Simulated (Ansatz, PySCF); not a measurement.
Potential energy curve for GeC, lowest singlet found (which spin is the ground state isn't settled by this scan).

Levels: RCCSD = CCSD on RHF/cc-pVDZ, cores with 3d frozen in Ansatz (a program for electronic structure); RHF/6-31G* = restricted Hartree-Fock/6-31G*, spherical d run with PySCF; RKS-PBE = restricted PBE/cc-pVDZ (Ansatz); RMP2 = MP2 on RHF/cc-pVDZ, cores with 3d frozen (Ansatz).

Energies are in kcal/mol, each relative to the lowest point of its own curve between 1.53 and 2.10 Å, where full CI is lowest.

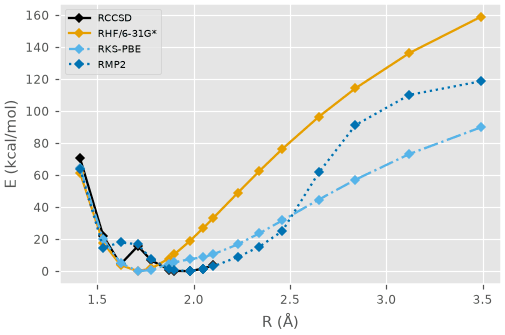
Figure: Energy against bond length for each method.

```tsv
R / Å	RCCSD	RHF/6-31G*	RKS-PBE	RMP2
1.41	70.4	61.1	64.4	63.8
1.53	22.0	17.8	20.0	14.7
1.62	4.3	3.8	5.0	17.9
1.71	15.6	0.0	0.0	16.7
1.78	6.7	1.7	0.7	7.5
1.87	1.0	7.8	4.5	1.4
1.90	0.2	10.5	5.5	0.5
1.98	0.0	18.8	7.4	0.0
2.05	1.6	27.0	8.8	1.3
2.10	3.6	33.0	10.5	2.9
2.23	—	49.1	16.8	8.9
2.34	—	62.4	23.6	15.2
2.46	—	76.3	31.7	25.0
2.65	—	96.5	44.7	61.6
2.84	—	114.3	57.2	91.2
3.12	—	136.3	73.2	110.1
3.49	—	158.9	89.8	118.6
```

At the longest distance, 3.49 Å, RHF/6-31G* lies highest above its minimum (158.9 kcal/mol) and RKS-PBE lowest (89.8 kcal/mol).

A dash means that the run gave no value there, or that the column was ended at a point which the program doubted or which failed a test of continuity chosen for this set; such a test can also cut sound points.

The scan ran from 1.41 to 6.65 Å; beyond the distances shown full CI changes its symmetry label. The T1 diagnostic of CCSD on the restricted reference of RCCSD, RMP2 exceeds 0.045 at 1.41 to 1.62, 2.46 to 3.12 Å. At the minimum RCCSD lies far from FCI: another state is possible. The restricted form behind RHF/6-31G*, RKS-PBE, RMP2 keeps the bonding electrons paired and can't separate into open-shell fragments.
